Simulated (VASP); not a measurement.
Data:

```yaml
crystal:
  lattice:
    - [1.36213, -2.35928, 0.00000]
    - [1.36213, 2.35928, 0.00000]
    - [0.00000, 0.00000, 4.29728]
  atoms:
    - { symbol: Os, position: [0.33333, 0.66667, 0.25000] }
    - { symbol: Os, position: [0.66667, 0.33333, 0.75000] }
```

All values below come from MS2 meta-GGA, VASP's PBE PAW potentials (set 64) (plane waves; VASP 6.6.1). Run with 520 eV cut-off, 17×17×10 Γ-centred mesh, tetrahedra with Blöchl corrections, potentials Os.

Unless said otherwise, spin-orbit coupling is left out, though it shifts the bands of the heavy elements here.

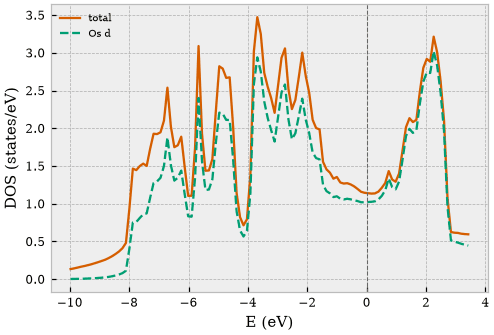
Total and projected density of states, zero at the Fermi level

Within 2 eV below the Fermi level the largest weight inside VASP's projection spheres is Os d.

It has no gap at this level: it comes out as a metal or semimetal.

The compound is Os in the hcp structure. It was relaxed first.
